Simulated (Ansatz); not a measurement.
BH$_{4}$O$_{2}$F: several calculations on one system

## 1. Relaxation

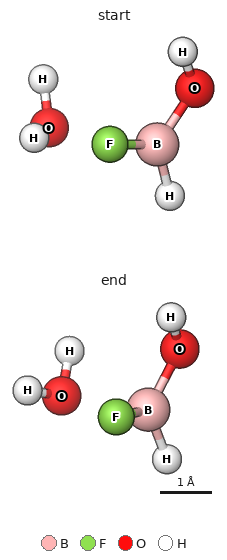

The structure of BH4O2F before (top) and after (bottom) a relaxation, at one scale.

Style: ball-and-stick. Shown from a free direction.

The run prepares an end point of a later path (reaction) calculation, from a guessed geometry.

All numbers below come from RKS PBE0-D4/def2-SVP (Ansatz).

Input
```yaml
crystal:
  periodic: [false, false, false]
  atoms:
    - { symbol: B, position_ang: [-0.101478, -0.320879, -0.133932] }
    - { symbol: F, position_ang: [-0.082981, -0.705228, 1.145251] }
    - { symbol: O, position_ang: [1.028493, -0.408991, -0.864501] }
    - { symbol: H, position_ang: [1.775687, -0.751443, -0.359556] }
    - { symbol: H, position_ang: [-1.140332, -0.016736, -0.649879] }
    - { symbol: O, position_ang: [0.015282, 2.008213, 1.033414] }
    - { symbol: H, position_ang: [0.955066, 2.205305, 1.116141] }
    - { symbol: H, position_ang: [-0.137836, 1.334459, 1.731563] }
basis:
  gaussian: { orbitals: def2-SVP }
hamiltonian:
  xc: pbe0
  dispersion: d4
relax:
  f_tol: 0.03
  max_steps: 50
output:
  orbitals: {}
```

Command:
```bash
ansatz run input.yaml --threads 1 --pin off --max-ram 2048MiB --backend cpu --events-out ev --progress --plain --runs-dir out
```

Question: Summarise the run.

Answer: H7 moves most after the best rigid fit: 0.53 Å. Largest moves by element: H 0.53 Å, O 0.38 Å, F 0.23 Å, B 0.21 Å. Some distances before and after: B1–O6 2.608 → 2.035 Å, B1–O3 1.348 → 1.371 Å, B1–F2 1.336 → 1.358 Å, O6–H8 0.982 → 0.966 Å. Among the angles between lasting bonds that change: H7–O6–H8 103.4° → 105.5°, F2–B1–O3 119.2° → 117.1°. Over 11 accepted moves (13 points after the start) the energy falls by 6.76 kJ/mol. Largest force component: 0.65 eV/Å at the start, 0.0088 eV/Å at the end. The line search rejected the trial steps at points 6, 9 of the run. The run took 33 s on 1 thread of Arm Neoverse V2 (shared host), peak memory 0.14 GiB.

## 2. Relaxation

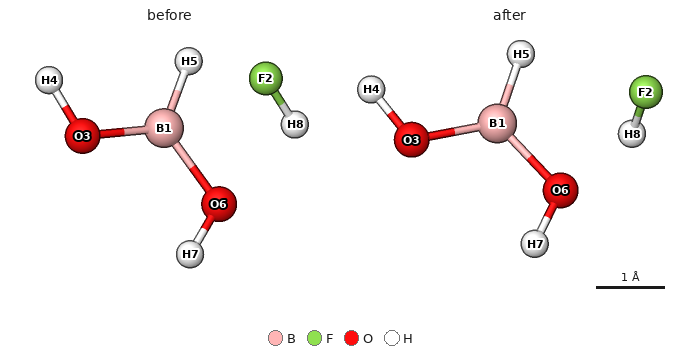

The structure of BH₄O₂F before (left) and after (right) a relaxation, at one scale.

A ball-and-stick model, seen at a tilt.

The run prepares an end point of a later path (reaction) calculation, from a guessed geometry.

Theory: RKS PBE0-D4/def2-SVP (Ansatz 0.2.0). Set-up: no spin polarisation; force threshold 0.03 eV/Å; at most 50 steps.

Question: What changed between the two?

Answer: The largest move after the best rigid fit is that of F2, 0.63 Å. By element the largest moves are F 0.63 Å, H 0.43 Å, O 0.31 Å, B 0.12 Å. Some distances before and after: B1–O6 1.386 → 1.370 Å, F2–H8 0.924 → 0.935 Å. After 8 accepted moves (10 points after the start) the energy has fallen by 2.73 kcal/mol. The largest force component goes from 0.78 to 0.029 eV/Å. The line search rejected the trial steps at points 3, 5 of the run. Cost: 25 s on 1 thread of Arm Neoverse V2, with other jobs on the host, peak memory 0.13 GiB.

Limits of the set-up: the start holds two separate molecules, 2.2 Å apart at their closest, whose relative position is a soft coordinate.

## 3. Path

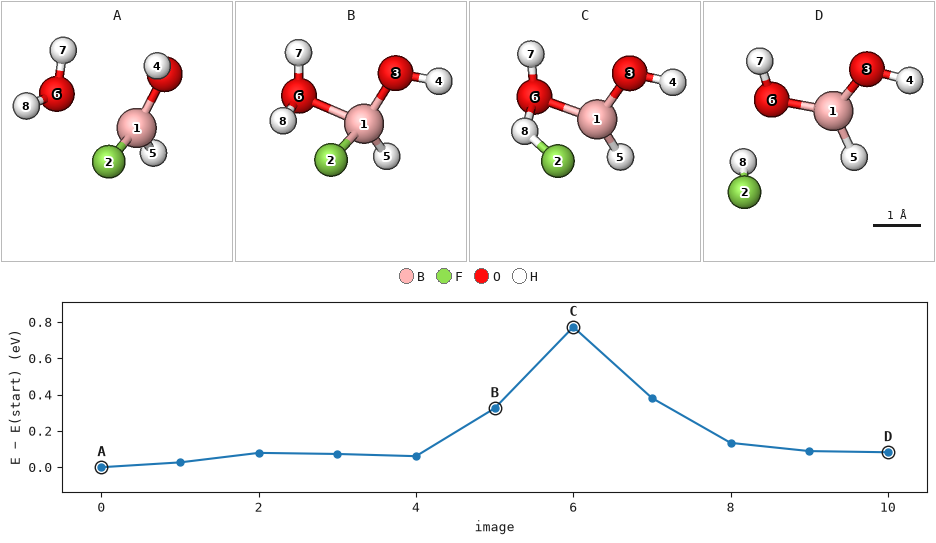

A nudged-elastic-band calculation for BH4O2F. Images are numbered from 0 (start) to 10 (end). Frames A to D are images 0, 5, 6, 10. The picture is a ball-and-stick view, seen at a tilt.

Theory: RKS PBE0-D4/def2-SVP (Ansatz). Set-up: 9 movable images; climbing image; force threshold 0.05 eV/Å; iteration limit 53; starting path through a guess of the saddle point.

**What happens along the path, and what is the barrier?**

The path has more than one stage, and so few images may leave a stage unresolved. Breaking: B1–F2 (1.36 → 1.69 at the top → 2.97 Å), O6–H8 (0.97 → 1.22 at the top → 1.75 Å). Forming: B1–O6 (2.04 → 1.51 at the top → 1.37 Å), F2–H8 (2.41 → 1.15 at the top → 0.94 Å). Forward barrier 0.77 eV, backward barrier 0.69 eV, with image 6 at the top; the reaction energy is +0.08 eV. The band converged in 14 iterations. The largest component of the band force went from 30 to 0.03 eV/Å. The climbing image converged on the top of the path. Its vibrational analysis gives one imaginary mode (925i cm⁻¹), as a transition state must have.
